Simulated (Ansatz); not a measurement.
# One shape, several levels: SiH3S (SMILES [SiH2]S)

We compute a comparison of 6 runs (U-r2SCAN0/STO-3G, U-revPBE/STO-3G, UBHLYP/STO-3G, UPBE/STO-3G, UCCSDTQ/STO-3G, FCI/STO-3G) of SiH3S. 

The results are computed with Ansatz 0.2.0.

31 further runs of the same task are left out: 31 set aside as unsound or not needed.

## Step 1: The system as given

SiH3S: 5 atoms, total charge 0, spin state doublet. As SMILES, `[SiH2]S`. The H5–S2 distance was set to 1.680 Å, away from the relaxed value.

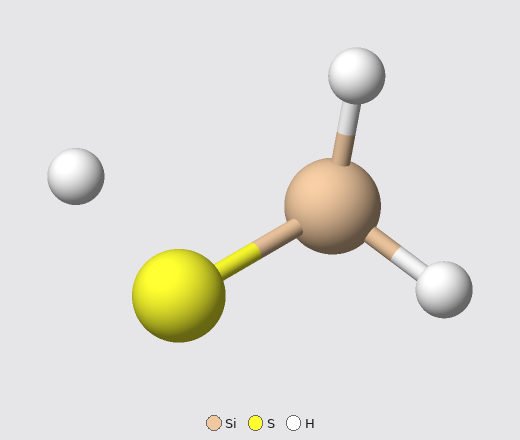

The structure, seen from a chosen angle (silicon light orange, sulfur yellow, hydrogen white).

## Step 2: The energy at U-r2SCAN0/STO-3G (run 1)

molecule.yaml reads:

```yaml
crystal:
  periodic: [false, false, false]
  atoms:
    - {symbol: Si, position_ang: [-0.379980, -0.671075, -0.487753]}
    - {symbol: S, position_ang: [-0.010580, 1.428925, -0.472953]}
    - {symbol: H, position_ang: [-0.378180, -1.233875, 0.894547]}
    - {symbol: H, position_ang: [-1.723980, -0.820275, -1.108353]}
    - {symbol: H, position_ang: [1.407800, 1.314300, 0.419300]}
basis:
  gaussian:
    orbitals: STO-3G
accuracy: high
magnetization:
  spin_polarized: true
  initial_magnetization: 1
hamiltonian:
  xc: {name: r2SCAN0}
```

On the command line:

```sh
$ ansatz run molecule.yaml --threads 1 --pin off --max-ram 2610MiB --events-out events.jsonl --progress --plain --runs-dir runs
```

What it wrote:

```text
Warning: RAYON_NUM_THREADS=1 ignored (pool sized by the plan → 1); use --threads N
Functional definition: r2SCAN0
  name "r2SCAN0"
  parameter a = 0.25
  parameter k0 = 0.174
  parameter k1 = 0.065
  parameter a1 = 4.9479
  exchange = (1 - a)*r2scan_x(k0 = k0, k1 = k1, a1 = a1) + a*exact_x
  correlation = r2scan_c
364 factors; integrals over basis functions are off by at most 1.4e-8 eV
mean field evaluation 1: about -18546.6105 eV, gradient 7.2e0 eV
mean field evaluation 2: about -18546.7854 eV, gradient 5.8e0 eV
mean field evaluation 4: about -18547.0851 eV, gradient 2.9e-1 eV
mean field evaluation 8: about -18547.0460 eV, gradient 9.2e-3 eV
mean field evaluation 16: about -18547.0460 eV, gradient 3.4e-5 eV
mean field -18547.04596990 eV, -681.5913677544 hartree, gradient 2.4e-8 eV, S^2 0.751813; 0 other end points of the search recorded, 0 dependent functions left out
reference -18547.04597056 eV, -681.5913677788 hartree; 17, 16 occupied and 4, 5 virtual orbitals, 364 factors
Total energy: -18547.04597056 eV, -681.5913677788 hartree
```

Wall time 3.6 s (1 thread of Intel Xeon Platinum 8488C (Sapphire Rapids), shared host); peak memory 0.25 GiB.

## Step 3: A single-point energy at U-revPBE/STO-3G (run 2)

molecule.yaml, as its differences from that of step 2:

```diff
@@ -1 +1,3 @@
+basis:
+  gaussian: {orbitals: STO-3G}
 crystal:
@@ -8,10 +10,4 @@
     - {symbol: H, position_ang: [1.407800, 1.314300, 0.419300]}
-basis:
-  gaussian:
-    orbitals: STO-3G
+magnetization: {spin_polarized: true, initial_magnetization: 1}
+hamiltonian: {xc: {name: revPBE}}
 accuracy: high
-magnetization:
-  spin_polarized: true
-  initial_magnetization: 1
-hamiltonian:
-  xc: {name: r2SCAN0}
```

On the command line:

```sh
$ ansatz run molecule.yaml --threads 1 --pin off --max-ram 2610MiB --events-out events.jsonl --progress --plain --runs-dir runs
```

What it wrote:

```text
Warning: RAYON_NUM_THREADS=1 ignored (pool sized by the plan → 1); use --threads N
Functional definition: revPBE
  name "revPBE"
  parameter kappa = 1.245
  parameter beta = 0.06672455060314922
  exchange = pbe_x(kappa = kappa, mu = beta*pi^2/3)
  correlation = pbe_c(beta = beta)
364 factors; integrals over basis functions are off by at most 1.4e-8 eV
mean field evaluation 1: about -18543.8032 eV, gradient 8.7e0 eV
mean field evaluation 2: about -18543.7480 eV, gradient 8.7e0 eV
mean field evaluation 4: about -18544.3864 eV, gradient 6.7e-1 eV
mean field evaluation 8: about -18544.3335 eV, gradient 5.8e-3 eV
mean field evaluation 16: about -18544.3335 eV, gradient 7.7e-7 eV
mean field -18544.33348782 eV, -681.4916858768 hartree, gradient 3.8e-8 eV, S^2 0.750948; 0 other end points of the search recorded, 0 dependent functions left out
reference -18544.33349009 eV, -681.4916859601 hartree; 17, 16 occupied and 4, 5 virtual orbitals, 364 factors
Total energy: -18544.33349009 eV, -681.4916859601 hartree
```

It took 1.4 s on 1 thread of Intel Xeon Platinum 8488C (Sapphire Rapids), shared host; peak memory 0.15 GiB.

Runs 3 to 4 aren't shown in full; the table further down has their settings and results.

## Step 4: A single-point energy at UCCSDTQ/STO-3G (run 5)

run.yaml reads:

```yaml
crystal:
  periodic: [false, false, false]
  atoms:
    - symbol: Si
      position_ang: [-0.379980, -0.671075, -0.487753]
    - symbol: S
      position_ang: [-0.010580, 1.428925, -0.472953]
    - symbol: H
      position_ang: [-0.378180, -1.233875, 0.894547]
    - symbol: H
      position_ang: [-1.723980, -0.820275, -1.108353]
    - symbol: H
      position_ang: [1.407800, 1.314300, 0.419300]
basis:
  gaussian: {orbitals: STO-3G}
magnetization: {spin_polarized: true, initial_magnetization: 1}
correlation: {method: ccsdtq, frozen_orbitals: {H: 0, S: 5, Si: 5}}
accuracy: high
scf: {omitted_lower_state_checks: [cluster_reference, increment]}
```

On the command line:

```sh
$ ansatz run run.yaml --threads 1 --pin off --max-ram 2610MiB --events-out events.jsonl --progress --plain --runs-dir runs
```

What it wrote, shortened:

```text
Warning: RAYON_NUM_THREADS=1 ignored (pool sized by the plan → 1); use --threads N
Functional definition: HF
  name "HF"
[...]
364 factors; integrals over basis functions are off by at most 1.4e-8 eV
[...]
mean field -18515.30942723 eV, -680.4250713232 hartree, gradient 6.8e-8 eV, S^2 0.752915; 3 other end points of the search recorded, 0 dependent functions left out
10 core orbitals not correlated: weight in the atoms' cores, before any rotation towards them, 1.000 or more for the frozen orbitals, at most 0.000 for the correlated occupied ones
reference -18515.30942723 eV, -680.4250713232 hartree; 7, 6 occupied and 4, 5 virtual orbitals, 364 factors
second order -1.79645737 eV of doubles, -0.00000000 eV of singles
cycle   1  -2.34117253 eV  change   -5.4e-1 eV  update   7.7e-2
[...]
cycle  32  -2.74239636 eV  change   1.7e-10 eV  update   1.4e-9
Total energy: -18518.05182359 eV, -680.5258525305 hartree
Checks for a lower state left out: cluster_reference, increment
```

Wall time 26 s (1 thread of Intel Xeon Platinum 8488C (Sapphire Rapids), shared host); peak memory 0.26 GiB.

## Step 5: A single-point energy at FCI/STO-3G (run 6)

input.yaml reads:

```yaml
basis:
  gaussian:
    orbitals: STO-3G
crystal:
  periodic: [false, false, false]
  atoms:
    - {symbol: Si, position_ang: [-0.379980, -0.671075, -0.487753]}
    - {symbol: S, position_ang: [-0.010580, 1.428925, -0.472953]}
    - {symbol: H, position_ang: [-0.378180, -1.233875, 0.894547]}
    - {symbol: H, position_ang: [-1.723980, -0.820275, -1.108353]}
    - {symbol: H, position_ang: [1.407800, 1.314300, 0.419300]}
magnetization:
  spin_polarized: true
  initial_magnetization: 1
correlation:
  method: fci
  frozen_orbitals: {H: 0, S: 5, Si: 5}
accuracy: high
```

On the command line:

```sh
$ ansatz run input.yaml --threads 1 --pin off --max-ram 2610MiB --events-out events.jsonl --progress --plain --runs-dir runs
```

What it wrote:

```text
Warning: RAYON_NUM_THREADS=1 ignored (pool sized by the plan → 1); use --threads N
Functional definition: HF
  name "HF"
  exchange = exact_x
  correlation = 0
364 factors; integrals over basis functions are off by at most 1.4e-8 eV
mean field evaluation 1: about -18514.2437 eV, gradient 9.0e0 eV
mean field evaluation 2: about -18514.2625 eV, gradient 9.0e0 eV
mean field evaluation 4: about -18515.2662 eV, gradient 1.2e0 eV
mean field evaluation 8: about -18515.3106 eV, gradient 3.3e-4 eV
mean field evaluation 16: about -18513.5716 eV, gradient 7.6e0 eV
mean field evaluation 32: about -18511.9907 eV, gradient 1.3e-4 eV
mean field -18515.30942723 eV, -680.4250713232 hartree, gradient 6.8e-8 eV, S^2 0.752915; 3 other end points of the search recorded, 0 dependent functions left out
10 core orbitals not correlated: weight in the atoms' cores, before any rotation towards them, 1.000 or more for the frozen orbitals, at most 0.000 for the correlated occupied ones
reference -18515.29748660 eV, -680.4246325130 hartree; 7, 6 occupied and 4, 5 virtual orbitals, 364 factors
state -18518.05176431 eV, -680.5258503521 hartree
Total energy: -18518.05176431 eV, -680.5258503521 hartree
```

Run time: 0.9 s. Hardware: 1 thread of Intel Xeon Platinum 8488C (Sapphire Rapids), shared host.

## Step 6: All runs side by side

| run | level | frozen core orbitals | energy (Eh) | ⟨S²⟩ | wall time |
| --- | --- | --- | --- | --- | --- |
| 1 | U-r2SCAN0/STO-3G | – | -681.591368 | 0.752 | 3.6 s |
| 2 | U-revPBE/STO-3G | – | -681.491686 | 0.751 | 1.4 s |
| 3 | UBHLYP/STO-3G | – | -681.621739 | 0.752 | 1.6 s |
| 4 | UPBE/STO-3G | – | -681.272266 | 0.751 | 1.4 s |
| 5 | UCCSDTQ/STO-3G | 10 | -680.525853 | 0.753 | 26 s |
| 6 | FCI/STO-3G | 10 | -680.525850 | – | 0.9 s |

## Step 7: What came out

| quantity | value |
| --- | --- |
| run 6: total energy | -680.52585 Eh |
| run 6: correlation energy (10 core orbitals frozen) | -101.2 mEh |

In words: Against full CI in this basis: UCCSDTQ -0.0 mEh. Totals of different functionals can't be ranked against each other. In runs 1, 2, 3, 4, 5, 6 the basis is minimal, so the values are rough. All runs together took 35 s, the longest 26 s.
